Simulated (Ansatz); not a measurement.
A ladder of methods for SiO2 (silicon dioxide molecule)

SiO2: 3 atoms, total charge 0, spin state singlet. As SMILES, `O=[Si]=O`. The coordinates come from a GFN2-xTB relaxation.

| atom | x (Å) | y (Å) | z (Å) |
| --- | --- | --- | --- |
| O | 0.6912 | 1.2173 | 0.5137 |
| Si | -0.0007 | 0.0004 | -0.0002 |
| O | -0.6905 | -1.2177 | -0.5136 |

Each level gives the electronic atomisation energy (eV). The values are calculated. Electronic energies at fixed atoms, without zero-point motion or spin-orbit coupling.

| level | kind | program | value (eV) | less FCI/STO-3G | CPU time (all runs) |
| --- | --- | --- | --- | --- | --- |
| SVWN5/STO-3G | LDA | Ansatz | 13.81 | +6.48 | 1.1 s |
| BLYP/STO-3G | GGA | Ansatz | 11.42 | +4.09 | 1.7 s |
| BHLYP/STO-3G | global hybrid | Ansatz | 7.57 | +0.24 | 1.4 s |
| wB97M-V/STO-3G | range-separated hybrid | Ansatz | 9.88 | +2.55 | 12 s |
| wB97X/STO-3G | range-separated hybrid | Ansatz | 8.97 | +1.64 | 5.8 s |
| RPA@PBE/STO-3G | RPA | Ansatz | 6.48 | -0.85 | 2.4 s |
| MP2/STO-3G | perturbation theory | Ansatz | 6.99 | -0.34 | 0.27 s |
| BCCD(T)/STO-3G | coupled cluster or CI | Ansatz | 7.46 | +0.13 | 0.59 s |
| FCI/STO-3G | exact in the basis | Ansatz | 7.33 | 0.00 | 1.1 s |

FCI/STO-3G is exact within its basis and frozen core, so for wave-function methods in that basis the difference is their error; functionals converge differently with the basis, so for them it is only a difference. The values span 6.48 to 13.81 eV. All rows use very small basis sets, so none should be taken for the real molecule's value. Times are those of the runs behind each value, whatever else they computed, on shared processors of several kinds: orders of magnitude only.

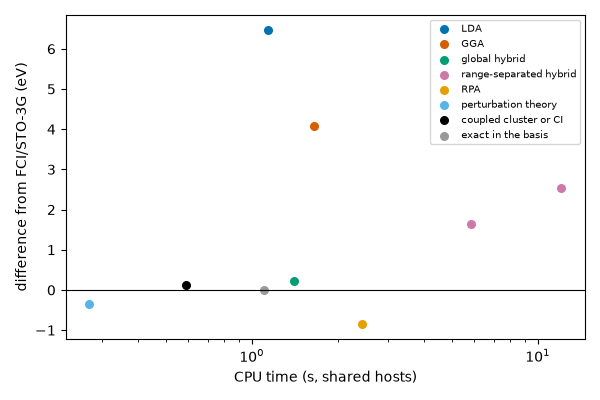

Difference from FCI/STO-3G against processor time, one point a level.
